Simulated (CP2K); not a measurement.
**GFN1-xTB run of Si2H3ClF (SMILES F[SiH][SiH2]Cl)**

Aim: the vertical doublet–quartet gap of Si2H3ClF at GFN1-xTB, from 2 runs. Input form: an ASE script.

The results are computed with CP2K 2026.2.

2 further runs of the same task are left out: 2 set aside as unsound or not needed.

## (1) The system as given

Si2H3ClF: 7 atoms, total charge 0, spin state doublet. SMILES: `F[SiH][SiH2]Cl`. The shape is that of a PBE0-D4/def2-TZVP optimisation. This is one conformer, not always the lowest.

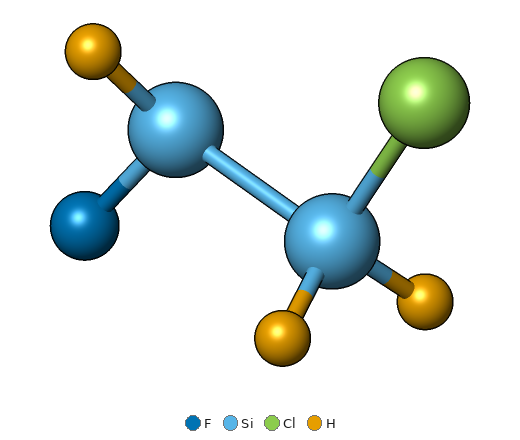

The structure, seen from a chosen angle (fluorine blue, silicon blue, chlorine green, hydrogen amber).

## (2) Energy and gradient at GFN1-xTB

Input file molecule.xyz:

```xyz
7

F     -0.711100    -1.904300     1.447600
Si    -0.864900    -1.133800     0.042900
Si     0.757100     0.544300    -0.177200
Cl     0.253100     1.504900    -1.930300
H     -2.255700    -0.597500    -0.021700
H      0.767100     1.548800     0.918100
H      2.115800    -0.030600    -0.325200
```

Input file cp2k_ase.py:

```python
import numpy as np
from ase.io import read
from ase.calculators.cp2k import CP2K

atoms = read("molecule.xyz")
atoms.set_cell([14.4, 13.5, 13.4])
atoms.center()
template = """
&FORCE_EVAL
  METHOD Quickstep
  &DFT
    MULTIPLICITY 2
    SPIN_POLARIZED T
    ! Quickstep
    &QS
      METHOD XTB
      EPS_DEFAULT 1.0E-10
      &XTB
        GFN_TYPE 1
        CHECK_ATOMIC_CHARGES F
      &END XTB
    &END QS
    ! cluster boundary conditions
    &POISSON
      PERIODIC NONE
      POISSON_SOLVER ANALYTIC
    &END POISSON
    &SCF
      SCF_GUESS ATOMIC
      EPS_SCF 1.0E-06
      MAX_SCF 50
      &OT
        MINIMIZER DIIS
        PRECONDITIONER FULL_ALL
      &END OT
      &OUTER_SCF
        EPS_SCF 1.0E-06
        MAX_SCF 10
      &END OUTER_SCF
    &END SCF
    &PRINT
      &MOMENTS
        PERIODIC F
        REFERENCE COM
        MAX_MOMENT 1
      &END MOMENTS
      &MO_CUBES
        NLUMO 1
        NHOMO -1
        WRITE_CUBE F
      &END MO_CUBES
      &HIRSHFELD OFF
      &END HIRSHFELD
    &END PRINT
  &END DFT
  &SUBSYS
  &END SUBSYS
&END FORCE_EVAL
"""
cp2k = CP2K(command="cp2k.psmp -s", label="molecule", inp=template, basis_set=None, basis_set_file=None, potential_file=None, pseudo_potential=None, xc=None, cutoff=None, max_scf=None, charge=None, uks=False,
            force_eval_method=None, print_level="LOW", poisson_solver=None, stress_tensor=False)
atoms.calc = cp2k
e = atoms.get_potential_energy()
f = atoms.get_forces()
print(f"energy = {e:.6f} eV")
print("forces (eV/angstrom):")
for s, v in zip(atoms.get_chemical_symbols(), f):
    print(f"{s:2s} {v[0]:10.5f} {v[1]:10.5f} {v[2]:10.5f}")
```

Run with:

```bash
$ OMP_NUM_THREADS=1 python cp2k_ase.py
```

Standard output:

```text
energy = -402.677319 eV
forces (eV/angstrom):
F    -0.24933    0.07250   -0.02396
Si    0.22419    0.07429   -0.25725
Si   -0.46320    0.21892   -0.37402
Cl    0.33140   -0.33297    0.73589
H     0.20550   -0.16220    0.23727
H     0.29978   -0.15860   -0.40067
H    -0.34835    0.28807    0.08274
```

molecule.out (excerpt; [...] marks lines left out):

```text
CP2K| version string:                                       CP2K version 2026.2
[...]
 GLOBAL| Method name                                                        CP2K
[...]
 GLOBAL| Run type                                                   ENERGY_FORCE
[...]
 *** WARNING in qs_kind_types.F:2330 :: Information provided in the input ***
 *** file regarding BASIS for KIND <F> will be ignored!                   ***
 *** WARNING in qs_kind_types.F:2330 :: Information provided in the input ***
 *** file regarding BASIS for KIND <Si> will be ignored!                  ***
 *** WARNING in qs_kind_types.F:2330 :: Information provided in the input ***
 *** file regarding BASIS for KIND <Cl> will be ignored!                  ***
 *** WARNING in qs_kind_types.F:2330 :: Information provided in the input ***
 *** file regarding BASIS for KIND <H> will be ignored!                   ***
[...]
                             - Atoms:                                          7
[...]
                             - Spherical basis functions:                     37
[...]
 Number of electrons:                                                         13
[...]
     1 OT DIIS     0.15E+00    0.0     0.02323399       -14.7580762114 -1.48E+01
[...]
    10 OT DIIS     0.15E+00    0.0     0.00000043       -14.7981198301 -1.68E-10
  *** SCF run converged in    10 steps ***
[...]
 TB_DIPOLE| Moment [Debye]          0.14385940       0.17836970      -0.99237903
 TB_DIPOLE| Derivative [a.u.]       0.00000000       0.00000000       0.00000000
[...]
 ENERGY| Total FORCE_EVAL ( QS ) energy [hartree]            -14.798119830180442
[...]
```

Wall time 1.6 s (1 thread of Arm Neoverse N1, shared host); peak memory 0.15 GiB.

## (3) The quartet

molecule.xyz is that of step 2.

Input file job.py:

```python
import numpy as np
from ase.io import read
from ase.calculators.cp2k import CP2K

atoms = read("molecule.xyz")
atoms.set_cell([14.4, 13.5, 13.4])
atoms.center()
template = """
&FORCE_EVAL
    METHOD QS
    &DFT
        CHARGE 0
        MULTIPLICITY 4
        SPIN_POLARIZED T
        ! Quickstep
        &QS
            METHOD XTB
            EPS_DEFAULT 1.0E-10
            &XTB
                GFN_TYPE 1
                CHECK_ATOMIC_CHARGES F
            &END XTB
        &END QS
        &POISSON
            PERIODIC NONE
            POISSON_SOLVER ANALYTIC
        &END POISSON
        &SCF
            SCF_GUESS ATOMIC
            EPS_SCF 1.0E-06
            MAX_SCF 40
            &OT ON
                MINIMIZER DIIS
                PRECONDITIONER FULL_ALL
            &END OT
            &OUTER_SCF
                EPS_SCF 1.0E-06
                MAX_SCF 8
            &END OUTER_SCF
        &END SCF
        ! extra output
        &PRINT
            &MOMENTS
                PERIODIC F
                REFERENCE COM
                MAX_MOMENT 1
            &END MOMENTS
            &MO_CUBES
                NLUMO 3
                NHOMO -1
                WRITE_CUBE F
            &END MO_CUBES
            &HIRSHFELD OFF
            &END HIRSHFELD
        &END PRINT
    &END DFT
    &SUBSYS
    &END SUBSYS
&END FORCE_EVAL
"""
calculator = CP2K(command="cp2k.psmp -s", label="gas", inp=template, basis_set=None, basis_set_file=None, potential_file=None, pseudo_potential=None, xc=None, cutoff=None, max_scf=None, charge=None, uks=False,
            force_eval_method=None, print_level="LOW", poisson_solver=None, stress_tensor=False)
atoms.calc = calculator
print("E / eV:", round(atoms.get_potential_energy(), 6))
forces = atoms.get_forces()
print(np.array2string(forces, precision=5, suppress_small=True))
print("largest force / (eV/A): %.4f" % np.linalg.norm(forces, axis=1).max())
```

Run with:

```bash
$ OMP_NUM_THREADS=1 python job.py
```

Standard output:

```text
E / eV: -397.597519
[[-0.33925 -0.31685  0.83128]
 [ 0.51581  0.52783 -1.02744]
 [-0.40766 -0.47551  1.06952]
 [ 0.28336  0.5314  -0.60459]
 [ 0.37807 -0.19591  0.3897 ]
 [ 0.03207 -0.19917 -0.4048 ]
 [-0.4624   0.12822 -0.25367]]
largest force / (eV/A): 1.2650
```

gas.out (excerpt; [...] marks lines left out):

```text
CP2K| version string:                                       CP2K version 2026.2
[...]
 GLOBAL| Method name                                                        CP2K
[...]
 GLOBAL| Run type                                                   ENERGY_FORCE
[...]
 *** WARNING in qs_kind_types.F:2330 :: Information provided in the input ***
 *** file regarding BASIS for KIND <F> will be ignored!                   ***
 *** WARNING in qs_kind_types.F:2330 :: Information provided in the input ***
 *** file regarding BASIS for KIND <Si> will be ignored!                  ***
 *** WARNING in qs_kind_types.F:2330 :: Information provided in the input ***
 *** file regarding BASIS for KIND <Cl> will be ignored!                  ***
 *** WARNING in qs_kind_types.F:2330 :: Information provided in the input ***
 *** file regarding BASIS for KIND <H> will be ignored!                   ***
[...]
                             - Atoms:                                          7
[...]
                             - Spherical basis functions:                     37
[...]
 Number of electrons:                                                         14
[...]
     1 OT DIIS     0.15E+00    0.0     0.02230682       -14.5748277445 -1.46E+01
[...]
    14 OT DIIS     0.15E+00    0.0     0.00000067       -14.6114405906 -3.08E-10
  *** SCF run converged in    14 steps ***
[...]
 TB_DIPOLE| Moment [Debye]         -0.83560137      -0.27039485      -0.63779420
 TB_DIPOLE| Derivative [a.u.]       0.00000000       0.00000000       0.00000000
[...]
 ENERGY| Total FORCE_EVAL ( QS ) energy [hartree]            -14.611440590702323
[...]
```

It took 1.7 s on 1 thread of Arm Neoverse N1, shared host; peak memory 0.15 GiB.

## (4) Outcome

Level: GFN1-xTB.

| quantity | value |
| --- | --- |
| doublet: total energy | -14.79812 Eh |
| doublet: dipole moment (from atomic charges alone) | 1.02 D |
| doublet: HOMO energy (highest over α and β) | -8.70 eV |
| doublet: dispersion energy | -6.88 kJ/mol |
| quartet: total energy | -14.61144 Eh |
| quartet: dipole moment (from atomic charges alone) | 1.09 D |
| quartet: HOMO energy (highest over α and β) | -6.27 eV |
| quartet: dispersion energy | -6.88 kJ/mol |
| vertical energy of the quartet above the doublet | 5.080 eV |

**Reading.** The method runs without spin polarisation, so open shells lack the exchange term that lowers high spin: such gaps come out too high and can have the wrong sign. At this shape the quartet lies 5.08 eV (117 kcal/mol) above the doublet. The dipole (doublet) comes from point charges on the atoms alone, without atomic dipoles, so it is partial. The dipole (quartet) comes from point charges on the atoms alone, without atomic dipoles, so it is partial.
